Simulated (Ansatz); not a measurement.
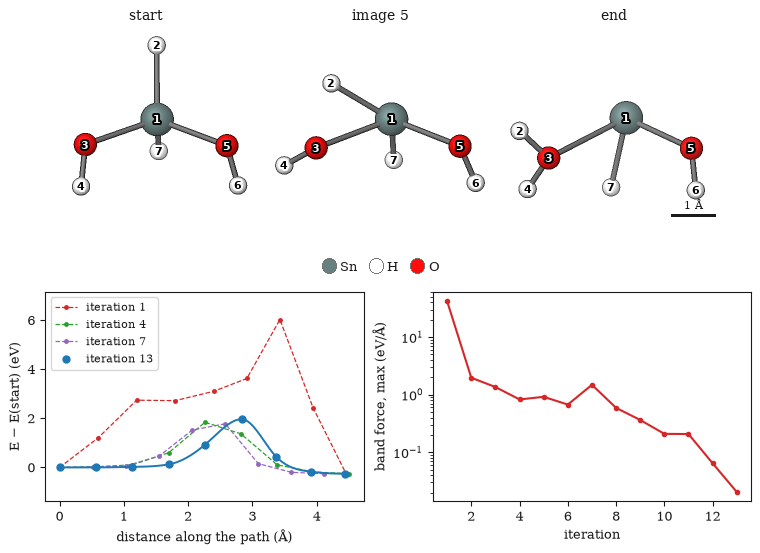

NEB run on SnH₄O₂. Images are numbered from 0 (start) to 8 (end). The plot follows the band through its iterations. A ball-and-stick model, seen at a tilt.

Method: RKS PBE0-D4/def2-SVP (Ansatz). Run with 7 movable images; climbing image; force threshold 0.05 eV/Å; iteration limit 60; starting path through a guess of the saddle point.

How did the profile develop, and is the result final?

Answer. The result is final at these settings. The band converged in 13 iterations. The largest component of the band force went from 42 to 0.02 eV/Å. The climbing image converged on the top of the path. Its vibrational analysis gives one imaginary mode (1279i cm⁻¹), as a transition state must have. The first iteration put the highest image at 6.03 eV. Forward barrier 1.97 eV, backward barrier 2.22 eV, with image 5 at the top; the reaction energy is −0.25 eV.
